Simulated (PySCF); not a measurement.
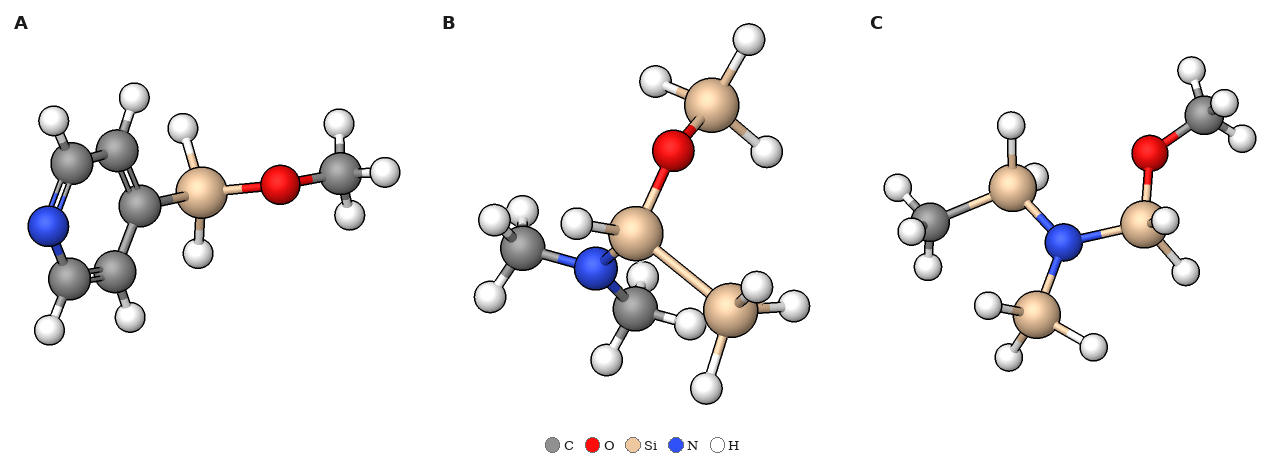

Source: calculation with PySCF.

```xyz
18
charge 0, multiplicity 1
C     3.4269    0.3565    0.1336
O     2.0288    0.2988    0.1567
Si    1.0877   -0.3313   -1.0600
C    -0.7012   -0.1508   -0.5403
C    -1.3770    1.0713   -0.6500
C    -2.7050    1.1563   -0.2336
N    -3.3841    0.1268    0.2658
C    -2.7510   -1.0379    0.3691
C    -1.4235   -1.2293   -0.0159
H     3.8023    0.9907   -0.6911
H     3.7785    0.7909    1.0814
H     3.8844   -0.6451    0.0289
H     1.3290    0.4196   -2.3327
H     1.3985   -1.7802   -1.2712
H    -0.8807    1.9578   -1.0546
H    -3.2461    2.1069   -0.3099
H    -3.3298   -1.8731    0.7810
H    -0.9645   -2.2156    0.0944
```

**Which panel shows the molecule in this file?**

A. The file holds C6H9NOSi, `CO[SiH2]c1ccncc1`.
